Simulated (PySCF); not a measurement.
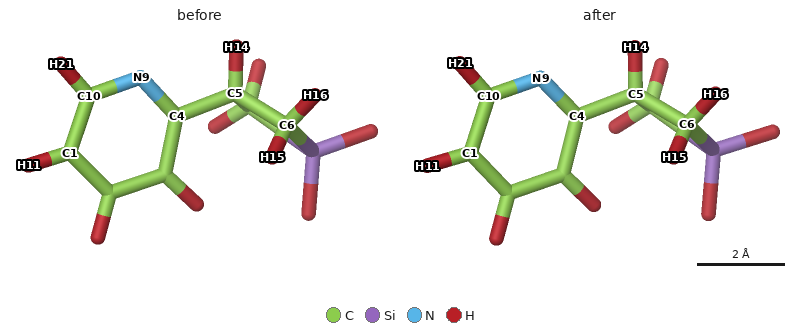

The structure of C$_{8}$H$_{11}$NSi before (left) and after (right) a relaxation, at one scale.

The picture is a stick view, seen at a tilt.

The start comes from GFN2-xTB. Its atoms were then displaced at random by about 0.01 Å.

Level of theory: PBE0-D3(BJ)/def2-SVP geometry optimisation, gas phase (PySCF 2.14.0, density-fitted response routines). 

**Describe what moved and what it gained.**

The atom that moves furthest after the best rigid fit is an H atom (0.084 Å). By element the largest moves are H 0.084 Å, C 0.069 Å, Si 0.043 Å, N 0.015 Å. Near-neighbour distances that change, for instance: C–H 1.047 → 1.092 Å, C–C 1.530 → 1.570 Å, H–Si 1.459 → 1.498 Å, C–H 1.065 → 1.100 Å. Bond angles that change, for instance: C–C–N 125.8° → 121.8°, C–Si–C 77.0° → 80.0°, C–C–C 116.4° → 119.2°. The energy falls by 24.7 kJ/mol in 7 geometry steps. Cost: 2.9 min on 1 thread of Arm Neoverse V1, on a shared host.
